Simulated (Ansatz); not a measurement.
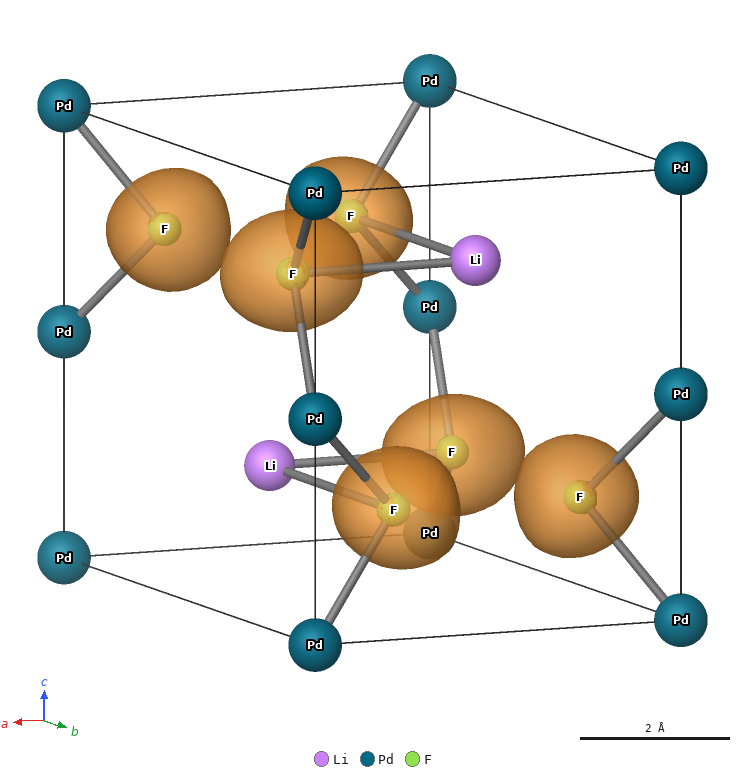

Figure 1: LiPdF3. Isosurface of the ELF at 0.6 (orange), seen at an oblique angle. Core shells and regions of very low density are left out. Sticks mark near contacts.

Space group P6₃/mmc; a structure from a database of computed crystals, not necessarily the ambient phase; started from the KVCl3-194 prototype, which need not be the ambient phase.

The calculation used DFT, PBEsol, plane waves, PAW in Ansatz 0.2.0.

> Where are the electrons localised?

The surface consists of six regions wrapped around F (the valence shell of each), counted in one cell of 10 atoms. Regions shared between cells count once. Along the contacts the grid gives the following. Pd–F (2.14 Å): the ELF peaks at about 0.80 in the valence shell of F, 0.6 Å from its nucleus, and drops to about 0.10 between the two atoms; no localised pair shows between them. Li–F (2.52 Å): the ELF is about 0.20 at the midpoint (no localised pair shows between them).
